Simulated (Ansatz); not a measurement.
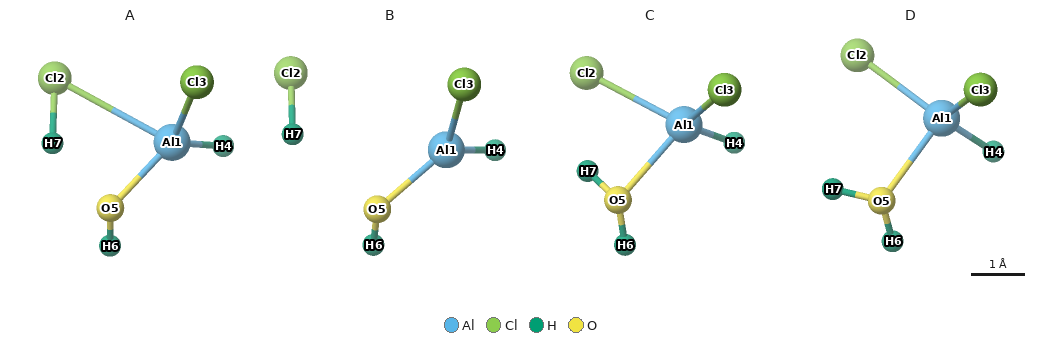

4 geometries from one relaxation of AlH3OCl2, in shuffled order. A ball-and-stick model, seen at a tilt.

The run prepares an end point of a later path (reaction) calculation, from a guessed geometry.

All numbers below come from RKS PBE0-D4/6-31G* (Ansatz 0.2.0). (no spin polarisation; force threshold 0.03 eV/Å; at most 50 steps)

Question: Order the frames from highest to lowest energy.

Answer: B, A, C, D. They are steps 0, 3, 10, 18, at +1.433 eV, +1.276 eV, +0.516 eV relative to the last. The largest move after the best rigid fit is that of H7, 1.14 Å. Largest moves by element: H 1.14 Å, Cl 0.96 Å, Al 0.80 Å, O 0.34 Å. Among the contacts that change: Cl2–H7 1.334 → 2.780 Å, Al1–Cl2 3.427 → 2.139 Å, O5–H7 2.204 → 0.973 Å, Al1–O5 1.754 → 1.991 Å. New bonds form, among them: Al1–Cl2 (3.43 → 2.14 Å), O5–H7 (2.20 → 0.97 Å). Bonds break, among them: Cl2–H7 (1.33 → 2.78 Å). Among the angles between lasting bonds that change: H4–Al1–O5 122.1° → 100.0°, Cl3–Al1–O5 115.2° → 103.5°, Cl3–Al1–H4 122.5° → 119.0°. The energy falls by 1.433 eV in 15 accepted moves (18 points after the start). The largest force component goes from 0.98 to 0.019 eV/Å. The line search rejected the trial steps at points 4, 13, 15 of the run. The run took 65 s on 1 thread of Arm Neoverse V2, with other jobs on the host, peak memory 0.16 GiB.

Limits of the set-up: the start holds two separate molecules, 2.2 Å apart at their closest, whose relative position is a soft coordinate.
